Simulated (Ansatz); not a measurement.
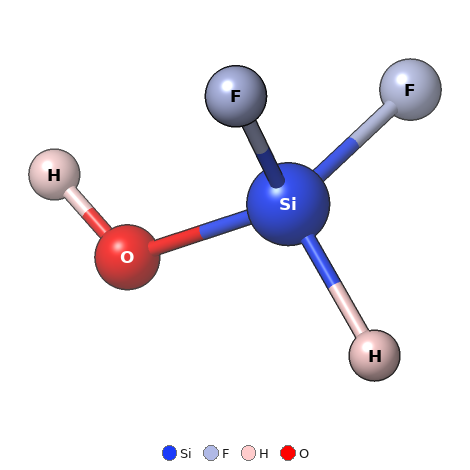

Atoms fade into the background with distance from the viewer. The geometry was computed by an optimisation with PBE0-D4/def2-TZVP.

**Which symmetry elements does this geometry have?**

It has 1 mirror plane, so the point group is Cs. The group has 2 operations. The geometry is achiral, and symmetry allows a dipole moment.
